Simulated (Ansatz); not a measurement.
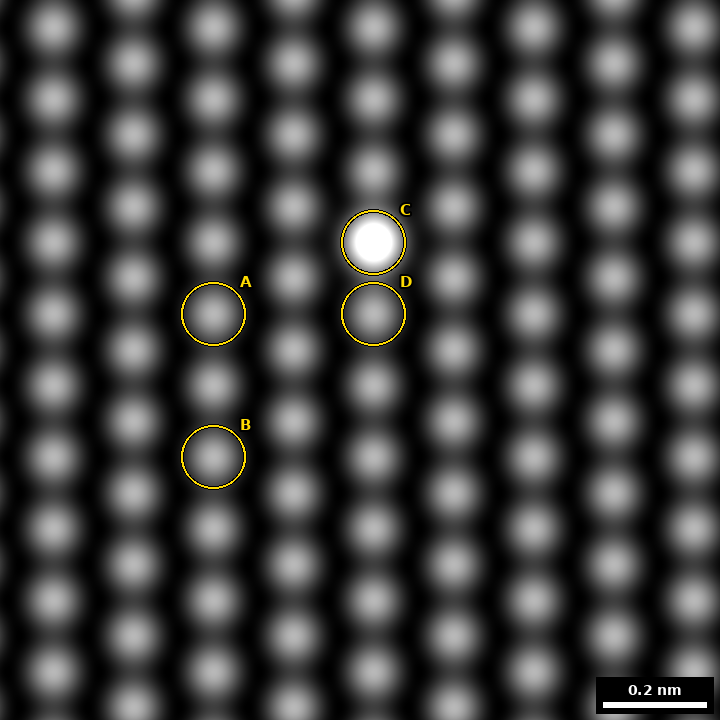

Dark-field STEM-like image of Mo (Im-3m, No. 229) along [210]. Simulation: incoherent imaging, intensity Z^1.7 per atom, probe width 0.99 Å, thin sample.

The sample is 2 repeats (13.9 Å) thick. One point defect was put into the perfect crystal, without relaxing the atoms around it. Brightness is counted from the darkest point of the image. Host structure: the input geometry of a calculation.

Question: Which ringed column holds the defect, and does it scatter more or less than its equals?

Answer: C; it scatters more. The column holds 2 atoms (Mo) through the sample, and one Mo atom is replaced by W, so its peak rises to about 205 % of that of its equals.
